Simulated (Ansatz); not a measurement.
Breaking the Ge1–Cl3 bond in ClFGeH2 (SMILES [F][GeH2][Cl]) (multiplicity 1 held, fragments rigid). Energies count from the point at 2.151 Å.
Geometry at that point (charge 0, multiplicity 1):
```xyz
5

Ge    -0.487    -0.288     0.042
F     -1.170     1.314     0.034
Cl     1.644    -0.041    -0.108
H     -0.826    -0.911     1.396
H     -0.999    -0.997    -1.212
```

Restricted levels (R-, RO-) in cc, def2 and unpolarised 6-31G sets keep to the state of the molecule at rest. U- levels take the lowest unrestricted solution at each point, which mixes spins at long bonds. Curves can end on different states.

Correlated levels freeze the cores. Filled d and f shells under p-block atoms count as core.

Run with Ansatz (a quantum-chemistry and plane-wave program) with Gaussian orbitals. 

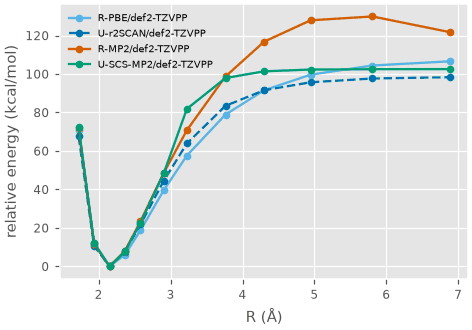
Fig. 1. Relative energy along the coordinate

Doubts at one or more of the structures used: a restricted determinant that unrestricted orbitals would lower (R-PBE/def2-TZVPP, R-MP2/def2-TZVPP); a spin-contaminated determinant (U-r2SCAN/def2-TZVPP, U-SCS-MP2/def2-TZVPP).
